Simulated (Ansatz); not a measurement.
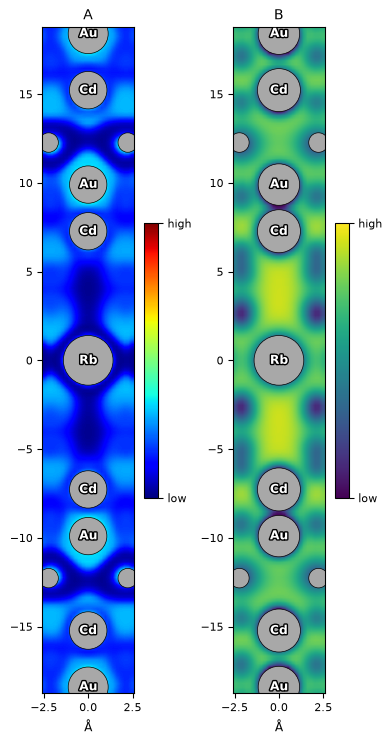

RbCd4Au3: 2 fields on the (010) plane of the conventional cell, with unlabelled colour scales. Grey discs cover the atomic cores.

Space group R-3m; built by placing these elements on a known structure type; not relaxed (largest force 1.0 eV/Å); computed pressure about 3 GPa in this cell.

All numbers below come from DFT, PAW plane waves, r2SCAN (Ansatz).

> The panels show electron localisation function and electrostatic potential energy of an electron in some order. Assign them.

Panel A: electron localisation function. Panel B: electrostatic potential energy of an electron (low next to the atoms, rising into the space between them). From the grid: Cd–Au (2.63 Å): the ELF is about 0.20 at the midpoint; no localised pair shows between them.
